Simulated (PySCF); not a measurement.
**ZnBH2F (SMILES [BH2][Zn][F]), step by step**

Wanted: a geometry optimisation (HF/DZVP2), then vibrational wavenumbers, then the energy (NEVPT2(8,7)/cc-pV(D+d)Z), then the excited states (TDA-B1LYP/cc-pV(T+d)Z) of ZnBH2F. 

Program for the calculation: PySCF 2.14.0.

## Step 1: The structure to begin with

ZnBH2F: 5 atoms, total charge 0, spin state singlet. SMILES: `[BH2][Zn][F]`. Geometry: a rough force-field guess. The run starts from this shape.

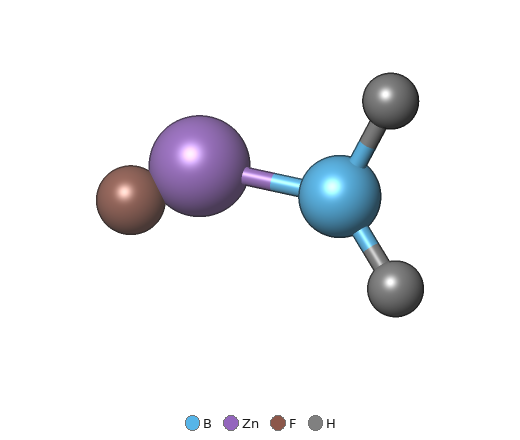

The structure, seen from a chosen angle (boron blue, zinc purple, fluorine brown, hydrogen grey).

## Step 2: A structure relaxation at HF/DZVP2 (density fitting with def2-universal-jkfit) (run 1)

calc.py

```python
# [BH2][Zn][F]
from pyscf import gto, scf
from pyscf.geomopt.geometric_solver import kernel as optimise

mol = gto.M(
    atom='''
B   -0.405300   0.192200  -0.255800
Zn   0.739200  -0.356600   0.744500
F    1.242800  -0.986500   0.769300
H   -1.169700  -0.327200  -0.934700
H   -0.357100   1.404500  -0.364800
''',
    basis='dzvp2',
    max_memory=1860,
    verbose=3,
)

calc0 = scf.RHF(mol)
calc0 = calc0.density_fit(auxbasis='def2-universal-jkfit')
calc0.max_cycle = 100
converged, mol_eq = optimise(calc0, maxsteps=100)
print('converged:', converged)
print(mol_eq.tostring())

calc0.reset(mol_eq)
mol = mol_eq
calc0.kernel()
if not calc0.converged:
    calc0 = calc0.newton().run(calc0.mo_coeff, calc0.mo_occ)
e_tot = calc0.e_tot
print('E(%s) = %.9f' % ('HF', e_tot))
```

On the command line:

```sh
$ OMP_NUM_THREADS=1 python calc.py
```

Standard output:

```text
maxiter                   100
----------------------------------------------------------
Custom engine selected.
Bonds will be generated from interatomic distances less than 1.20 times sum of covalent radii
15 internal coordinates being used (instead of 15 Cartesians)
Internal coordinate system (atoms numbered from 1):
Distance 1-2
Distance 1-4
Distance 1-5
Distance 2-3
Angle 2-1-5
Angle 4-1-5
Angle 1-2-3
Out-of-Plane 1-2-4-5
Dihedral 4-1-2-3
Dihedral 5-1-2-3
Translation-X 1-5
Translation-Y 1-5
Translation-Z 1-5
Rotation-A 1-5
Rotation-B 1-5
Rotation-C 1-5
> ===== Optimization Info: ====
> Job type: Energy minimization
> Maximum number of optimization cycles: 100
> Initial / maximum trust radius (Angstrom): 0.100 / 0.300
> Convergence Criteria:
> Will converge when all 5 criteria are reached:
>  |Delta-E| < 1.00e-06
>  RMS-Grad  < 3.00e-04
>  Max-Grad  < 4.50e-04
>  RMS-Disp  < 1.20e-03
>  Max-Disp  < 1.80e-03
> === End Optimization Info ===

[... 21 lines left out ...]
Step    0 : Gradient = 7.112e+00/1.132e+01 (rms/max) Energy = -1898.2299741386
[... 73 lines left out ...]
converged SCF energy = -1898.39289660865
[... 83 lines left out ...]
converged SCF energy = -1898.3947772439
[... 73 lines left out ...]
Failed inverse iteration - checking coordinate system
[... 4 lines left out ...]
Warning: OutOfPlane atoms are the same, ordering is different
[... 42 lines left out ...]
converged SCF energy = -1898.52670553921
[... 83 lines left out ...]
converged SCF energy = -1899.63836380946
[... 83 lines left out ...]
converged SCF energy = -1901.88192875436
[... 83 lines left out ...]
converged SCF energy = -1902.69640801753
[... 83 lines left out ...]
converged SCF energy = -1902.71490814111
[... 74 lines left out ...]
Converged! =D
[... 1 line left out ...]
converged: True
B          -0.65341744        0.44557070       -0.51595998
Zn          0.81439299       -0.57641662        0.60993767
F           2.06139815       -1.43713096        1.56071606
H          -1.48939977       -0.14114527       -1.12942263
H          -0.68307394        1.63552215       -0.56677112
converged SCF energy = -1902.71494128912
E(HF) = -1902.714941289
```

Run time: 89 s. Hardware: 1 thread of Intel Xeon at 2.50GHz (Skylake/Cascade Lake), shared host; peak memory 0.19 GiB.

Steps, from the record of the run:

```
step  energy from the first frame kept (eV)  largest force (eV/Å)
   0                                 0.0000              581.9813
   2                                -3.2757              590.8932
   4                                -4.4333              592.7671
   6                                -4.4741              593.3582
   8                                -4.4845              593.5084
  10                                -4.4848              593.4832
  12                                -4.6168              592.8315
  14                               -12.7976              552.9920
  16                               -27.5502              482.0902
  18                               -51.6174              367.3019
  20                               -83.7024              210.2349
  22                              -112.4747               60.7963
  24                              -120.5578               13.5078
  26                              -121.9283                2.0870
  28                              -122.0403                0.2436
  30                              -122.0421                0.0166
  32                              -122.0422                0.0064
```

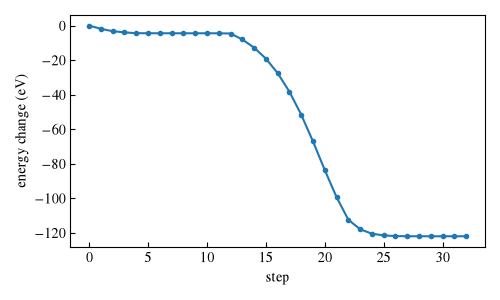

Energy along the run.

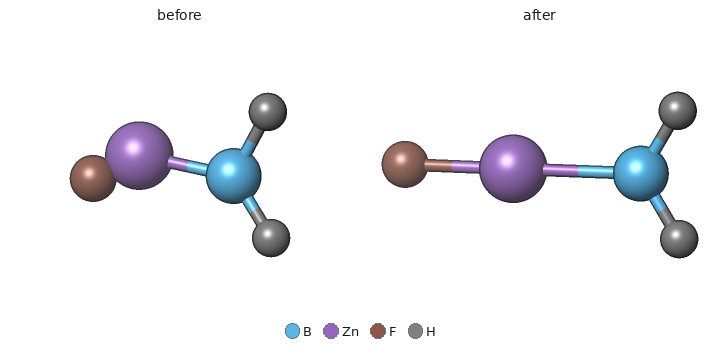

Before and after, at one scale.

After the run. Bond lengths: B1–Zn2 2.113 Å, Zn2–F3 1.789 Å, B1–H4 1.191 Å, B1–H5 1.191 Å. Angles: B1–Zn2–F3 179.8°, Zn2–B1–H4 121.6°, Zn2–B1–H5 121.5°, H4–B1–H5 116.9°.

## Step 3: Vibrational wavenumbers at HF/DZVP2 (density fitting with def2-universal-jkfit) (run 2)

input.py

```python
# [BH2][Zn][F]
from pyscf import gto, symm
from pyscf.hessian import thermo

system = gto.M(
    atom='''
B   -1.508792   1.049151  -1.156287
Zn  -0.040982   0.027163  -0.030389
F    1.206023  -0.833551   0.920389
H   -2.346642   0.458646  -1.767358
H   -1.542823   2.237051  -1.206624
''',
    basis='dzvp2',
    verbose=3,
    spin=0,
    max_memory=1860,
)

myscf = system.RHF()
myscf = myscf.density_fit(auxbasis='def2-universal-jkfit')
myscf.max_cycle = 100
myscf.kernel()
if not myscf.converged:
    myscf = myscf.newton().run(myscf.mo_coeff, myscf.mo_occ)

etot = myscf.e_tot
print(f'total energy: {etot:.8f} hartree')
hess = myscf.Hessian().kernel()
modes = thermo.harmonic_analysis(system, hess)
thermo.dump_normal_mode(system, modes)
symm.geom.TOLERANCE = 1e-3  # for the symmetry number
th = thermo.thermo(myscf, modes['freq_au'], 298.15, 101325)
thermo.dump_thermo(system, th)
```

On the command line:

```sh
$ OMP_NUM_THREADS=1 python input.py
```

Standard output:

```text
converged SCF energy = -1902.71493675247
total energy: -1902.71493675 hartree
Mode                                 0                   1                   2
Irrep
Freq [cm^-1]                      128.4306            130.6561            483.1477
Reduced mass [au]                   5.2623              6.5668              5.0477
Force const [Dyne/A]                0.0511              0.0660              0.6942
Char temp [K]                     184.7831            187.9851            695.1420
Normal mode                   x     y     z       x     y     z       x     y     z
       0   B                -0.05 -0.12 -0.04    0.09 -0.00 -0.12    0.17 -0.12  0.13
       1  Zn                 0.03  0.06  0.02   -0.04  0.00  0.06   -0.02  0.01 -0.01
       2   F                -0.05 -0.12 -0.04    0.08 -0.00 -0.11   -0.06  0.04 -0.05
       3   H                 0.02 -0.27  0.02    0.14 -0.01 -0.19    0.18 -0.12  0.14
       4   H                -0.20 -0.13 -0.14    0.13 -0.01 -0.18    0.17 -0.12  0.13
Mode                                 3                   4                   5
Irrep
Freq [cm^-1]                      599.5252            655.0433            895.3037
Reduced mass [au]                   1.2297             17.4660              1.3150
Force const [Dyne/A]                0.2604              4.4155              0.6210
Char temp [K]                     862.5833            942.4614           1288.1426
Normal mode                   x     y     z       x     y     z       x     y     z
       0   B                -0.05 -0.11 -0.04   -0.05  0.03 -0.04    0.09 -0.00 -0.12
       1  Zn                 0.01  0.01  0.00    0.05 -0.03  0.04   -0.00  0.00  0.01
       2   F                -0.00 -0.01 -0.00   -0.13  0.09 -0.10    0.00 -0.00 -0.00
       3   H                -0.31  0.49 -0.24   -0.06  0.05 -0.04   -0.36  0.01  0.48
       4   H                 0.51 -0.07  0.38   -0.06  0.04 -0.05   -0.36  0.01  0.49
Mode                                 6                   7                   8
Irrep
Freq [cm^-1]                     1243.1899           2677.3053           2767.5351
Reduced mass [au]                   1.1273              1.0534              1.1241
Force const [Dyne/A]                1.0265              4.4486              5.0728
Char temp [K]                    1788.6735           3852.0462           3981.8668
Normal mode                   x     y     z       x     y     z       x     y     z
       0   B                -0.07  0.05 -0.05   -0.05  0.02 -0.04    0.03  0.09  0.02
       1  Zn                 0.00 -0.00  0.00    0.00 -0.00  0.00    0.00  0.00  0.00
       2   F                -0.00  0.00 -0.00   -0.00  0.00 -0.00   -0.00  0.00 -0.00
       3   H                 0.24 -0.59  0.19    0.54  0.40  0.39   -0.39 -0.26 -0.29
       4   H                 0.52  0.06  0.39   -0.00 -0.58  0.01    0.03 -0.76  0.04
temperature 298.1500 [K]
pressure 101325.00 [Pa]
Rotational constants [GHz] 243.15874 4.08057 4.01323
Symmetry number 1
Zero-point energy (ZPE) 0.02183 [Eh]   57301.944 [J/mol]
                           tot       elec      trans        rot        vib
Entropy [J/mol/K]       289.321      0.000    165.826     91.701     31.794
Cv [J/mol/K]             57.460      0.000     12.472     12.472     32.516
Cp [J/mol/K]             65.774      0.000     20.786     12.472     32.516
Internal energy [J/mol]                      3718.434   3718.434  62441.382
Internal energy [Eh]   -1902.68832  -1902.71494
Enthalpy [J/mol]                             6197.391   3718.434  62441.382
Enthalpy [Eh]          -1902.68738
Gibbs free energy [J/mol]                  -43243.766 -23622.108  52962.057
Gibbs free energy [Eh] -1902.72023
```

Run time: 32 s. Hardware: 1 thread of Intel Xeon at 2.50GHz (Skylake/Cascade Lake), shared host; peak memory 0.44 GiB.

## Step 4: The energy at NEVPT2(8,7)/cc-pV(D+d)Z (density fitting) (run 3)

run.py

```python
# [BH2][Zn][F]
import numpy
from pyscf import gto, scf, mcscf, mrpt

mol = gto.Mole()
mol.atom = '''
B       -0.653417       0.445571      -0.515960
Zn       0.814393      -0.576417       0.609938
F        2.061398      -1.437131       1.560716
H       -1.489400      -0.141145      -1.129423
H       -0.683074       1.635522      -0.566771
'''
mol.basis = 'cc-pv(d+d)z'
mol.max_memory = 1860
mol.verbose = 4
mol.charge = 0
mol.spin = 0
mol.build()

calc0 = mol.RHF()
calc0 = calc0.density_fit()
calc0.max_cycle = 100
calc0.kernel()
if not calc0.converged:
    calc0 = calc0.newton().run(calc0.mo_coeff, calc0.mo_occ)

uhf = scf.addons.convert_to_uhf(calc0)
uhf.kernel(uhf.make_rdm1(uhf.stability()[0], uhf.mo_occ))
noons, natorbs = mcscf.addons.make_natural_orbitals(uhf)
print('natural occupations', numpy.round(noons[:40], 4))
cas = mcscf.CASSCF(calc0, 7, 8)
cas.fix_spin_(ss=0.0)
cas.natorb = True
cas.kernel(natorbs)
e_pt2 = mrpt.NEVPT(cas).kernel()
e_tot = cas.e_tot + e_pt2
print('E(%s) = %.9f' % ('NEVPT2', e_tot))
calc0.analyze()
```

On the command line:

```sh
$ OMP_NUM_THREADS=1 python run.py
```

Standard output:

```text
PySCF version 2.14.0

[INPUT] num. atoms = 5
[INPUT] num. electrons = 46
[INPUT] charge = 0
[INPUT] spin (= nelec alpha-beta = 2S) = 0
[INPUT] symmetry False subgroup None
[INPUT] Mole.unit = angstrom
[INPUT] Symbol           X                Y                Z      unit          X                Y                Z       unit  Magmom
[INPUT]  1 B     -0.653417000000   0.445571000000  -0.515960000000 AA   -1.234779175135   0.842007159049  -0.975023091231 Bohr   0.0
[INPUT]  2 Zn     0.814393000000  -0.576417000000   0.609938000000 AA    1.538979727763  -1.089270263543   1.152615772965 Bohr   0.0
[INPUT]  3 F      2.061398000000  -1.437131000000   1.560716000000 AA    3.895477653726  -2.715783995122   2.949325798227 Bohr   0.0
[INPUT]  4 H     -1.489400000000  -0.141145000000  -1.129423000000 AA   -2.814558089927  -0.266725393852  -2.134300148785 Bohr   0.0
[INPUT]  5 H     -0.683074000000   1.635522000000  -0.566771000000 AA   -1.290822782811   3.090688650701  -1.071041965346 Bohr   0.0

[... 242 lines left out ...]
1-step CASSCF not converged,  50 macro (467 JK 117 micro) steps
[... 3 lines left out ...]
Natural orbital (expansion on meta-Lowdin AOs) in CAS space
[... 72 lines left out ...]
DFT Exchange-Correlation Energy =      -84.432097184748613
[... 10 lines left out ...]
MO #9   energy= -3.87732869426386  occ= 2
[... 8 lines left out ...]
MO #18  energy= -0.688008327892891 occ= 2
[... 8 lines left out ...]
MO #27  energy= 0.123087519876266  occ= 0
[... 8 lines left out ...]
MO #36  energy= 0.529772881701181  occ= 0
[... 8 lines left out ...]
MO #45  energy= 0.94245021042038   occ= 0
[... 8 lines left out ...]
MO #54  energy= 1.64406269226471   occ= 0
[... 8 lines left out ...]
MO #63  energy= 2.56287602818889   occ= 0
[... 8 lines left out ...]
MO #72  energy= 4.30647778471204   occ= 0
[... 8 lines left out ...]
MO #81  energy= 6.06119337945624   occ= 0
[... 50 lines left out ...]
pop of  1 Zn 5dxz         0.00050
pop of  1 Zn 5dx2-y2      0.00108
pop of  1 Zn 4f-3         0.00000
pop of  1 Zn 4f-2         0.00001
pop of  1 Zn 4f-1         0.00000
pop of  1 Zn 4f+0         0.00000
pop of  1 Zn 4f+1         0.00001
pop of  1 Zn 4f+2         0.00001
pop of  1 Zn 4f+3         0.00000
pop of  2 F 1s            2.00000
pop of  2 F 2s            1.95651
pop of  2 F 3s            0.00428
pop of  2 F 2px           1.92371
pop of  2 F 2py           1.94987
pop of  2 F 2pz           1.94441
pop of  2 F 3px           0.00478
pop of  2 F 3py           0.00419
pop of  2 F 3pz           0.00428
pop of  2 F 3dxy          0.00031
pop of  2 F 3dyz          0.00021
pop of  2 F 3dz^2         0.00020
pop of  2 F 3dxz          0.00034
pop of  2 F 3dx2-y2       0.00024
pop of  3 H 1s            0.99749
pop of  3 H 2s            0.00528
pop of  3 H 2px           0.00137
pop of  3 H 2py           0.00064
pop of  3 H 2pz           0.00074
pop of  4 H 1s            0.99746
pop of  4 H 2s            0.00528
pop of  4 H 2px           0.00004
pop of  4 H 2py           0.00267
pop of  4 H 2pz           0.00003
 ** Mulliken atomic charges  **
charge of    0B =     -0.38012
charge of    1Zn =      1.18445
charge of    2F =     -0.79334
charge of    3H =     -0.00551
charge of    4H =     -0.00548
Dipole moment(X, Y, Z, Debye): -2.04973,  1.40697, -1.55664
```

Run time: 3.7 min. Hardware: 1 thread of Intel Xeon at 2.50GHz (Skylake/Cascade Lake), shared host; peak memory 0.23 GiB.

No converged result was reached.

## Step 5: The excited states at TDA-B1LYP/cc-pV(T+d)Z (density fitting, spin of roots singlet) (run 4)

input.py

```python
from pyscf import gto, dft, tdscf

mol = gto.M(
    atom=[
    ('B', (-0.653417, 0.445571, -0.515960)),
    ('Zn', (0.814393, -0.576417, 0.609938)),
    ('F', (2.061398, -1.437131, 1.560716)),
    ('H', (-1.489400, -0.141145, -1.129423)),
    ('H', (-0.683074, 1.635522, -0.566771)),
],
    max_memory=1860,
    basis='cc-pv(t+d)z',
    spin=0,
    verbose=3,
)

ks = dft.RKS(mol, xc='b1lyp')
ks = ks.density_fit()
ks.kernel()
if not ks.converged:
    ks = ks.newton().run(ks.mo_coeff, ks.mo_occ)

e_final = ks.e_tot
print('E = %.10f Eh' % e_final)

td = ks.TDA()
td.nstates = 3
td.kernel()
td.analyze()
roots = td.e * 27.211386
osc = td.oscillator_strength()
print('state   eV      nm      f')
for i, (w, f) in enumerate(zip(roots, osc), 1):
    print('%3d %9.4f %8.1f %9.5f' % (i, w, 1239.842 / w, f))
```

On the command line:

```sh
$ OMP_NUM_THREADS=1 python input.py
```

Standard output:

```text
WARN: Even tempered Gaussians are generated as DF auxbasis for  Zn F H B

converged SCF energy = -1905.35237045373
E = -1905.3523704537 Eh
Excitation energies (eV)
[3.80643308 5.44234962 5.77394086]

** Singlet excitation energies and oscillator strengths **
state   eV      nm      f
  1    3.8064    325.7   0.02013
  2    5.4423    227.8   0.00000
  3    5.7739    214.7   0.00000
```

It took 3.1 min on 1 thread of Intel Xeon at 2.50GHz (Skylake/Cascade Lake), shared host; peak memory 0.76 GiB.

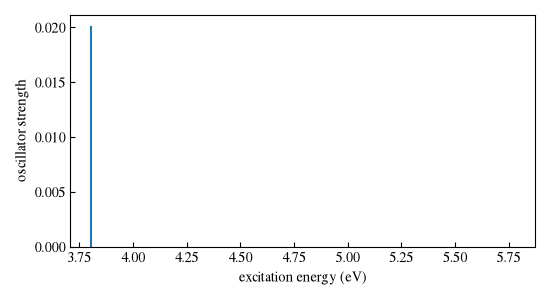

Vertical excitations as sticks.

The roots found:

```
excited state  energy (eV)  strength
            1        3.806    0.0201
            2        5.442    0.0000
            3        5.774    0.0000
```

## Step 6: Summary of results

| quantity | value |
| --- | --- |
| run 1, HF/DZVP2: total energy at the end | -1902.71494 Eh |
| run 1, HF/DZVP2: dipole moment | 3.26 D |
| run 1, HF/DZVP2: HOMO energy | -10.75 eV |
| run 1, HF/DZVP2: LUMO energy | 0.45 eV |
| run 1, HF/DZVP2: HOMO–LUMO gap | 11.20 eV |
| run 2, HF/DZVP2: lowest harmonic wavenumber | 128 cm⁻¹ |
| run 2, HF/DZVP2: highest harmonic wavenumber | 2768 cm⁻¹ |
| run 2, HF/DZVP2: zero-point energy | 57.3 kJ/mol |
| run 4, TDA-B1LYP/cc-pV(T+d)Z: ground-state or mean-field energy | -1905.35237 Eh |
| run 4, TDA-B1LYP/cc-pV(T+d)Z: dipole moment (B1LYP Kohn–Sham density) | 2.91 D |
| run 4, TDA-B1LYP/cc-pV(T+d)Z: HOMO energy (B1LYP Kohn–Sham orbitals) | -8.17 eV |
| run 4, TDA-B1LYP/cc-pV(T+d)Z: LUMO energy (B1LYP Kohn–Sham orbitals) | -2.77 eV |
| run 4, TDA-B1LYP/cc-pV(T+d)Z: HOMO–LUMO gap (B1LYP Kohn–Sham orbitals) | 5.40 eV |
| run 4, TDA-B1LYP/cc-pV(T+d)Z: lowest singlet excitation energy | 3.81 eV |
| run 3, NEVPT2(8,7)/cc-pV(D+d)Z | no result (not converged) |

What this shows: The program (run 2, HF/DZVP2) took a symmetry number of 1 where this shape has 2, so the entropy in its output is too high by R ln(2/1) = 1.38 cal/(mol K). The optimisation (run 1, HF/DZVP2) took 32 steps and changed the energy by -122.042 eV. Mulliken charges (run 1, HF/DZVP2) run from -0.71 on F3 to +0.90 on Zn2; they depend strongly on the basis. All 9 modes (run 2, HF/DZVP2) are real, so the shape is a minimum at this level. The brightest of the 3 transitions from the ground state lies at 3.81 eV (326 nm, f = 0.020). 1 of the 4 runs did not end normally.
